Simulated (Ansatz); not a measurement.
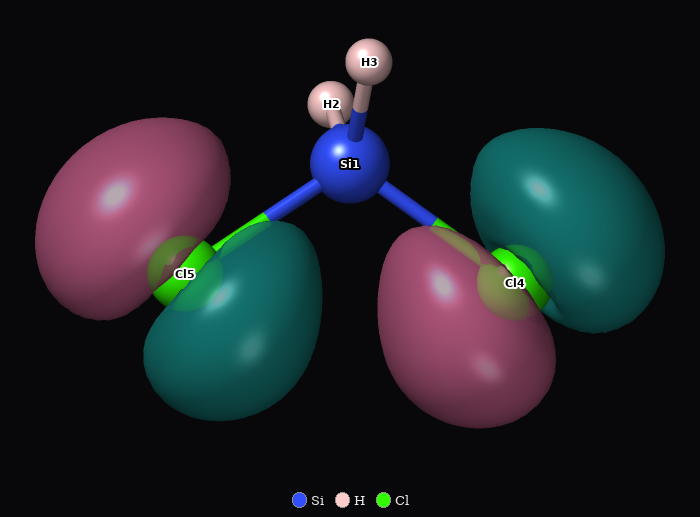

Figure 1: Cl2H2Si. The HOMO−1 at ±0.1 Å⁻³ᐟ² (teal and pink are the two phases), seen at a tilt.

The calculation used Ansatz 0.2.0, RKS PBE/def2-SVP.

```yaml
atoms:
  - { symbol: Si, position_ang: [0.2293, 0.0000, 0.1623] }
  - { symbol: H, position_ang: [0.1924, 0.0000, 1.6570] }
  - { symbol: H, position_ang: [1.6263, 0.0000, -0.3705] }
  - { symbol: Cl, position_ang: [-0.7362, 1.7004, -0.5205] }
  - { symbol: Cl, position_ang: [-0.7362, -1.7004, -0.5205] }
```

Question: Describe this orbital and give its energy.

Answer: Its weight (Hirshfeld) is mainly on Cl4 (about 45 %) and Cl5 (about 45 %); largely a combination of lone pairs on Cl4 and Cl5. Its energy is −7.80 eV.
